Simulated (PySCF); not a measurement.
**TaO2H: frequency calculation**

TaO2H, computed with RKS-based PBE0, Ta def2-TZVP with ECP60, O def2-TZVP, H def2-TZVP; non-relativistic Hamiltonian with a scalar-relativistic core potential; density fitting (PySCF 2.14.0).

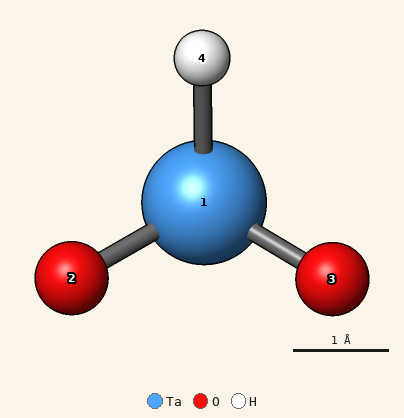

**Figure 1.** The structure (ball-and-stick view, seen on its broad side; atoms are numbered from 1 in the order of the input). Sticks mark near contacts.

### Results in brief

- outcome: converged
- total energy: −208.011846 hartree
- HOMO: −8.18 eV
- LUMO: −3.49 eV
- zero-point energy: 0.012148 hartree
- dipole moment: 6.40 D
- wavenumbers, lowest and highest: 338 and 1870 cm⁻¹
- hardware: 2 threads of Arm Neoverse N1, 98 GiB of memory available, shared host
- wall time: 71 s (CPU time 2.2 min)
- peak memory: 1.2 GiB

### The input
```python
from pyscf import gto, scf, dft
mol = gto.M(atom='''
Ta     0.100546     0.000000    -0.114854
O     -0.622882     1.373374     0.630666
O     -0.622882    -1.373374     0.630666
H      1.713406     0.000000     0.635815''',
    basis={'Ta': 'def2-TZVP', 'O': 'def2-TZVP', 'H': 'def2-TZVP'},
    ecp={'Ta': 'def2-TZVP'},
    charge=0, spin=0)
mf = dft.RKS(mol, xc='PBE0')
mf.grids.atom_grid = (75, 302)
aux = {'Ta': 'def2-universal-JKFIT', 'O': 'def2-universal-JKFIT', 'H': 'def2-universal-JKFIT'}
mf = mf.density_fit(auxbasis=aux)
mf.conv_tol = 1e-09
mf.diis_space = 10
mf.max_cycle = 60
mf.verbose = 4
mf.kernel()
```

The script is an equivalent of the set-up of the self-consistent field. The run itself was carried out by a driver, which started from the orbitals of the step before it where there was one and computed the further properties.

Launch command:
```bash
OMP_NUM_THREADS=2 python axn.py task.json out
```

### What the program printed
```
init E= -208.011845574139
  HOMO = -0.30043212047952  LUMO = -0.128156339529582  gap/eV = 4.68786
cycle= 1 E= -208.011845574129  delta_E= 1.01e-11  |g|= 7.17e-06  |ddm|= 5.43e-06
  HOMO = -0.300433351855034  LUMO = -0.128155297882952  gap/eV = 4.68792
Extra cycle  E= -208.011845574039  delta_E= 8.97e-11  |g|= 2.27e-05  |ddm|= 1.5e-05
converged SCF energy = -208.011845574039
```

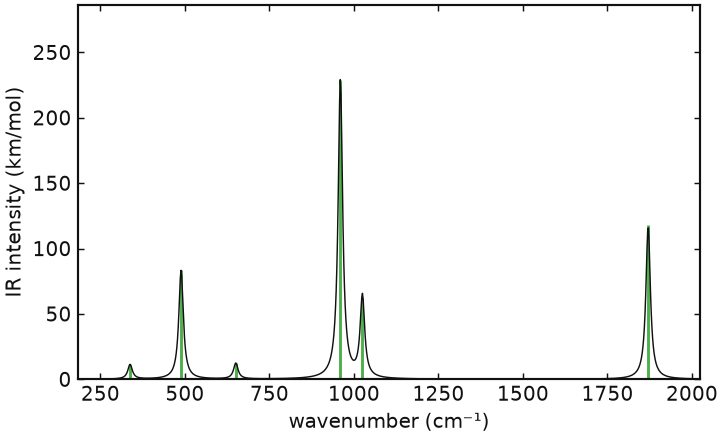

**Figure 2.** Harmonic infrared spectrum, unscaled: sticks (degenerate modes added up, dark ones marked on the axis) with a Lorentzian envelope of 16 cm⁻¹ full width, scaled to the tallest stick. 6 modes from 338 to 1870 cm⁻¹, none imaginary. The strongest line is at 960 cm⁻¹ (229 km/mol). All modes, in cm⁻¹ (km/mol): 338 (11.3), 489 (84), 651 (12.2), 960 (229), 1025 (63), 1870 (118).
